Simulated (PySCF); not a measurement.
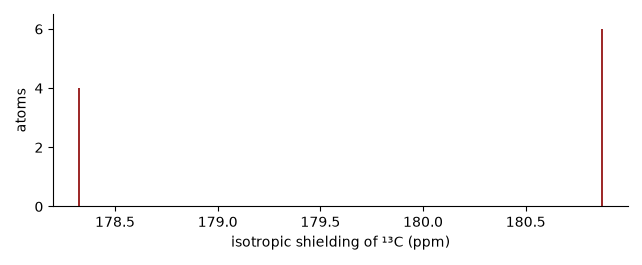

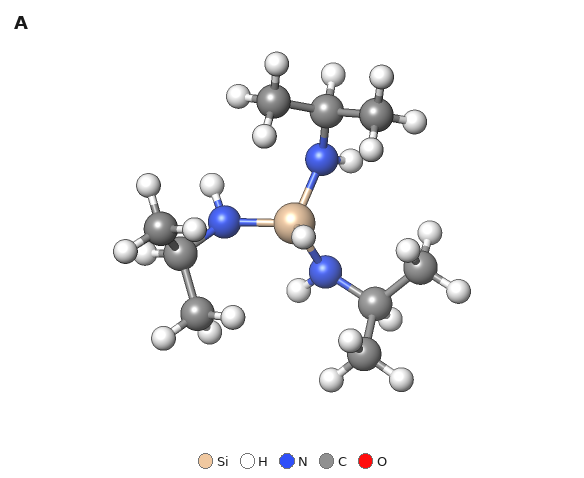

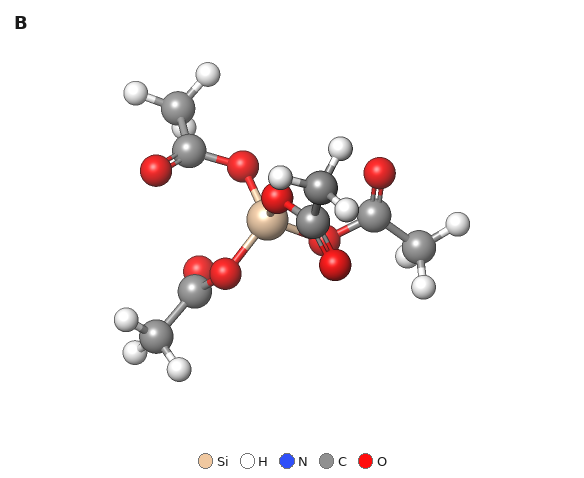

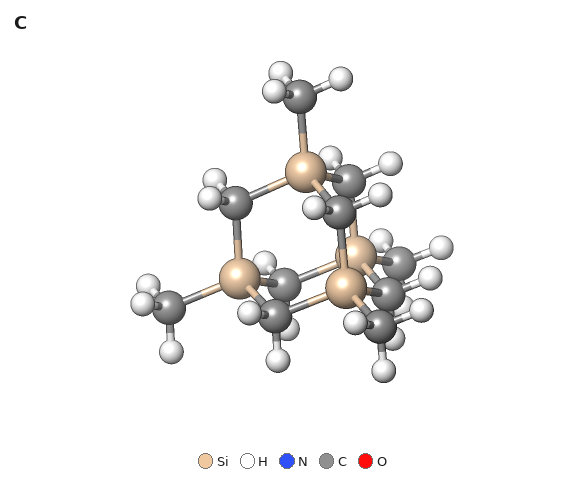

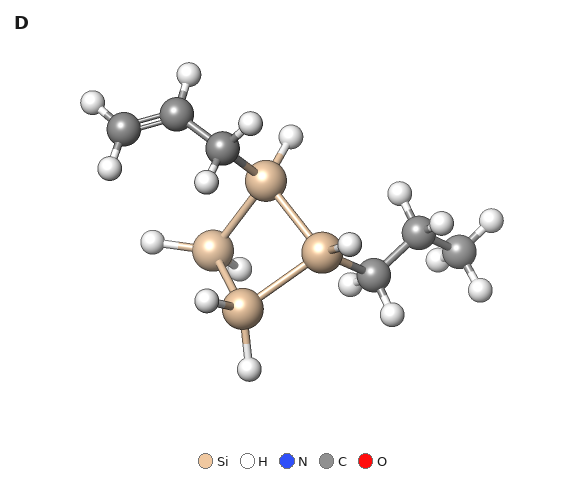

The sticks are computed shieldings of one of the molecules, for one fixed geometry (PBE0-D3(BJ)/def2-SVP) without averaging over rotations. Low shielding means a high chemical shift. Method: GIAO PBE0/pcSseg-1 NMR shielding, non-relativistic, gas phase (PySCF 2.14.0).

> Match the spectrum to a structure.

C, `C[Si@]12C[Si@]3(C)C[Si@](C)(C1)C[Si@](C)(C2)C3`. Its 10 C atoms give lines at 178.3 (4 atoms), 180.9 (6 atoms) ppm.
